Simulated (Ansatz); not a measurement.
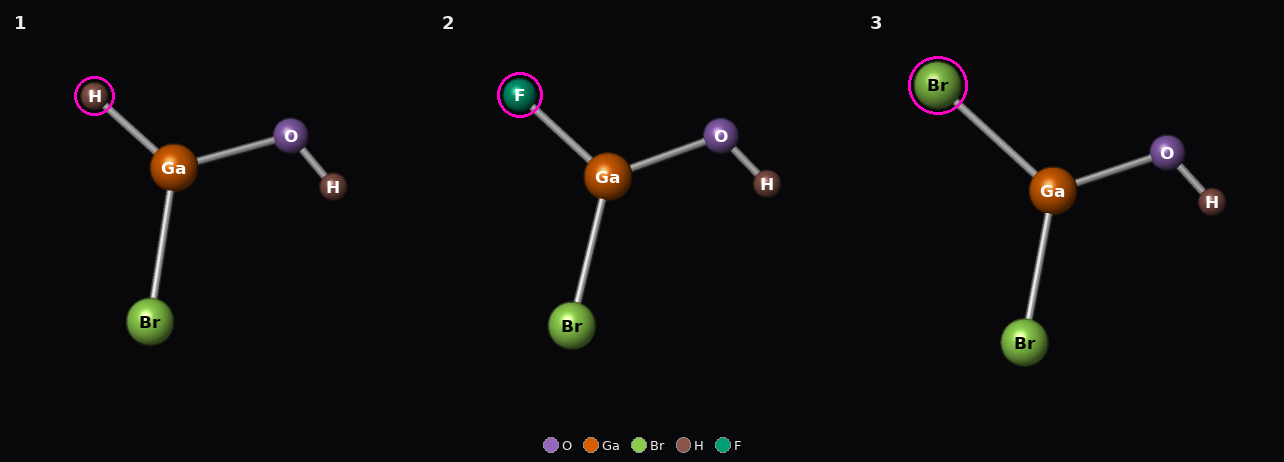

3 molecules with one skeleton, seen from the same side and at one scale; the atom that differs is circled. Each species is neutral and a spin singlet. Computed geometries: PBE0-D4/def2-TZVP optimisations, one conformation each. Properties computed with Ansatz 0.2.0.

One atom differs, called X below: H in panel 1, F in panel 2, Br in panel 3. Their formulas are BrGaH2O (`[OH][GaH][Br]`), BrFGaHO (`[OH][Ga]([F])[Br]`), Br2GaHO (`[OH][Ga]([Br])[Br]`).

**Rank them by the length of X–Ga, lowest first (PBE0-D4/def2-TZVP).**

1 (H), 2 (F), 3 (Br).

**Rank them by the angle O–Ga–X, lowest first (PBE0-D4/def2-TZVP).**

2 (F), 3 (Br), 1 (H).

Give the values. With PBE0-D4/def2-TZVP: length of X–Ga (Å), angle O–Ga–X (°), harmonic zero-point energy (kJ/mol). With B3LYP-D4/def2-TZVPP: dipole moment (D), HOMO energy (Kohn–Sham orbital) (eV), HOMO–LUMO gap (eV).

```csv
quantity,1 (H),2 (F),3 (Br)
length of X–Ga (Å),1.543,1.734,2.255
angle O–Ga–X (°),121.8,116.6,118.3
dipole moment (D),0.36,2.36,1.24
HOMO energy (Kohn–Sham orbital) (eV),−8.19,−8.80,−8.45
HOMO–LUMO gap (eV),6.69,6.69,6.36
harmonic zero-point energy (kJ/mol),56.5,44.0,40.9
```
